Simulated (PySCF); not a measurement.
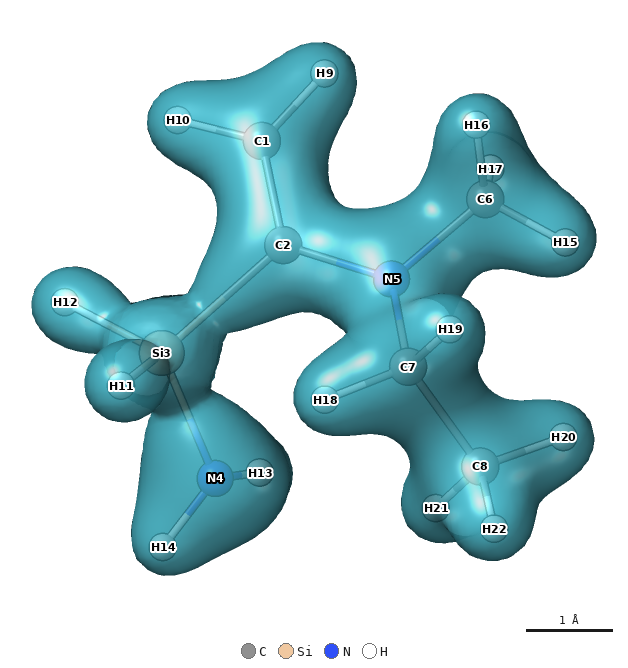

Figure 1: C5H14N2Si (SMILES C=C([SiH2]N)N(C)CC). Isosurface of the total electron density at 0.6 e/Å³ (cyan), seen at a tilt.

Geometry: GFN2-xTB.

These are results of PBE0/pcSseg-1, SCF density, gas phase, non-relativistic (PySCF), not measurements.

```xyz
22

C     1.2582   -2.1204    0.2964
C     0.7974   -0.8611    0.2912
Si    2.0657    0.5424    0.4039
N     1.6878    1.6607   -0.8588
N    -0.5342   -0.5576    0.0889
C    -1.4703   -1.6357   -0.1162
C    -1.1173    0.6622    0.5978
C    -1.7455    1.5055   -0.5118
H     0.6379   -2.9961    0.2146
H     2.3116   -2.3098    0.3902
H     2.0014    1.3390    1.6383
H     3.4053   -0.0590    0.3255
H     1.5258    1.2852   -1.7803
H     2.2441    2.4976   -0.9306
H    -2.4428   -1.2230   -0.3767
H    -1.5868   -2.2642    0.7779
H    -1.1335   -2.2655   -0.9407
H    -0.3431    1.2510    1.0871
H    -1.8808    0.4194    1.3514
H    -2.5026    0.9426   -1.0531
H    -0.9759    1.8167   -1.2117
H    -2.2127    2.3895   -0.0853
```

### How is the density connected at this value?

At this value the surface is in one piece. It bridges the sampled C–C (1.34 Å), C–N (1.38 Å), Si–N (1.73 Å) and C–Si (1.90 Å) contacts, where the density stays above the isovalue. On the grid the lowest density along these lines, outside the cores, is 2.2 e/Å³ (C–C, 1.34 Å), 2.1 e/Å³ (C–N, 1.38 Å), 0.92 e/Å³ (Si–N, 1.73 Å) and 0.79 e/Å³ (C–Si, 1.90 Å).
